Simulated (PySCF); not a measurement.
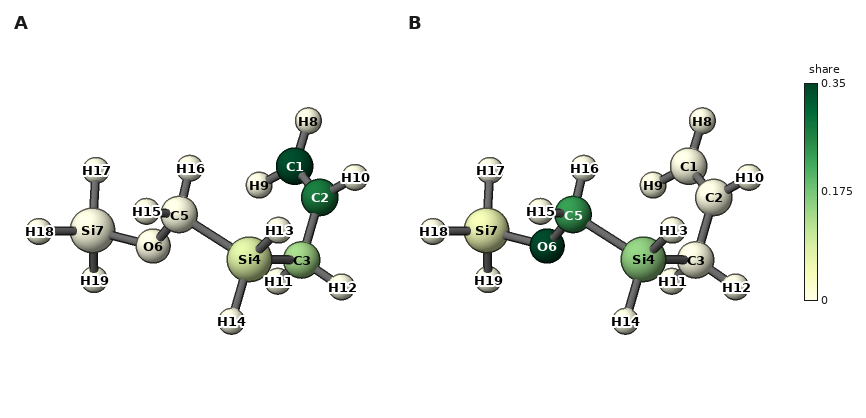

Each panel colours the atoms by their Löwdin share in one orbital (up to four of the largest shares; other atoms are shown as zero). The computed structure is the end point of a GFN2-xTB optimisation. No frequency run is at hand to confirm it as a minimum. Computed with PBE0/def2-SVPD (PySCF 2.14.0).

The panels show the HOMO−1, HOMO, in some order. Which is which?

Answer. A: HOMO, −7.13 eV; C1 0.34, C2 0.27, C3 0.14, Si4 0.08
B: HOMO−1, −8.08 eV; O6 0.34, C5 0.23, Si4 0.15, Si7 0.05

The geometry is semi-empirical. Around Si such bond lengths and angles can be off by a tenth of an ångström or more and by several degrees, and values that hang on the shape move with them.
